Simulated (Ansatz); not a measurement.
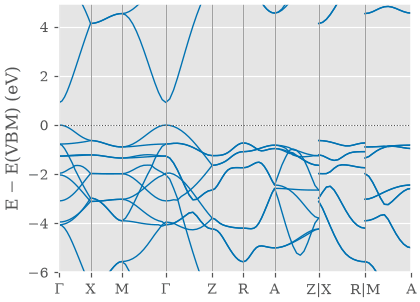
Figure. Band structure from DFT-PBEsol in the program Ansatz with PAW potentials

Question: Read off the gap and where the band edges lie.

Answer: About 0.9 eV (0.92 eV by a search for the band edges); maximum at Γ, minimum at Γ.

The material is SnO₂ (rutile, P4_2/mnm).

The PBEsol relaxation kept the symmetry of its start. Scalar-relativistic: spin–orbit coupling is off unless named, which matters more the heavier the elements.

Potentials: the later of the program's two PAW sets.
